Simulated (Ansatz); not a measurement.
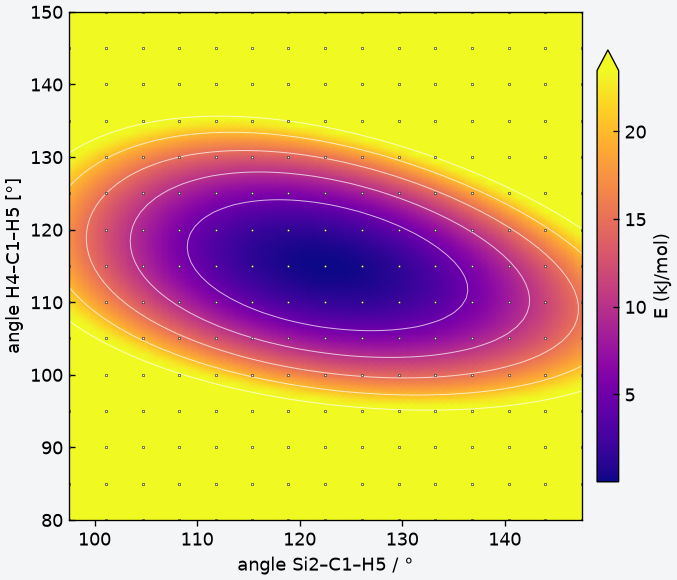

CH3MgSi, SMILES C=[Si+][MgH], charge +1. Coordinates scanned: (1) angle Si2–C1–H5; (2) angle H4–C1–H5. Nothing is relaxed (all other coordinates rigid). The grid has 15 × 15 points. Points are written as (first, second). Energies are in kJ/mol, from the lowest grid point. Level of theory: Ansatz, RHF/def2-TZVP.

Drawn: a smooth colour map with a few white contour lines, dots at the grid points, one colour for all values above the top of the scale. Between grid points the surface is interpolated.

Estimate the position of the minimum and the force constants in these coordinates.

Answer. The interpolated minimum is at angle Si2–C1–H5 ≈ 122.5°, angle H4–C1–H5 ≈ 115.0°. The curvatures there are about 2.1 eV/rad² and 4.7 eV/rad², with a cross term of about 1 eV/rad². Round the minimum the valley is somewhat tilted: raising angle Si2–C1–H5 shifts the best value of angle H4–C1–H5 downwards (coupling k₁₂/√(k₁₁k₂₂) about 0.3). (1 eV is 96.5 kJ/mol.)
